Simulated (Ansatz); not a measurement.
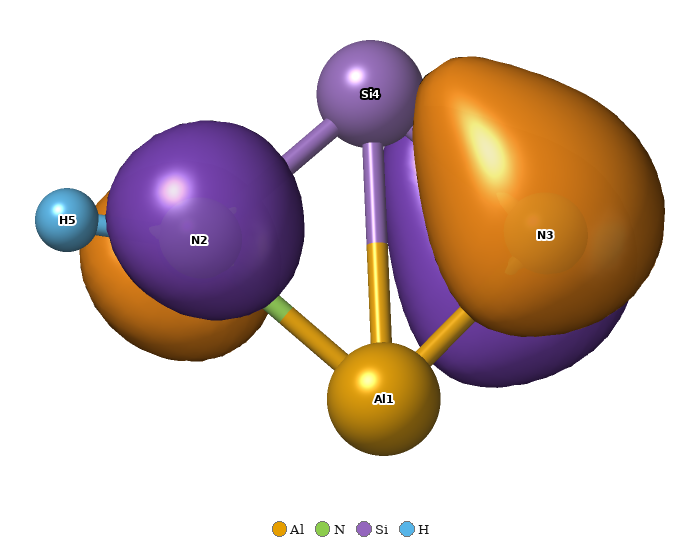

Figure 1: AlHN2Si (SMILES [N]1=[Si]2[NH][Al]12). The HOMO at ±0.15 Å⁻³ᐟ² (orange and purple are the two phases), seen at a tilt.

Geometry: B3LYP-D3(BJ)/def2-SVP.

All numbers below come from Ansatz, isolated molecule in a Gaussian basis; Kohn-Sham density functional theory, functional PBE0.

| atom | x (Å) | y (Å) | z (Å) |
| --- | --- | --- | --- |
| Al | -0.4634 | -0.5432 | -0.2716 |
| N | 1.0473 | 0.4368 | 0.0698 |
| N | -1.2945 | 0.8565 | -1.0883 |
| Si | 0.1179 | 1.7184 | -0.7515 |
| H | 1.9792 | 0.4418 | 0.4749 |

> What is the character of this orbital?

Its weight (Hirshfeld) is mainly on N3 (about 50 %), N2 (about 25 %) and Si4 (about 15 %); it changes sign across the molecular plane (π type); π-bonding across Al1–Si4; π-antibonding (a node) across Al1–N2 and N2–Si4. Its energy is −6.87 eV.
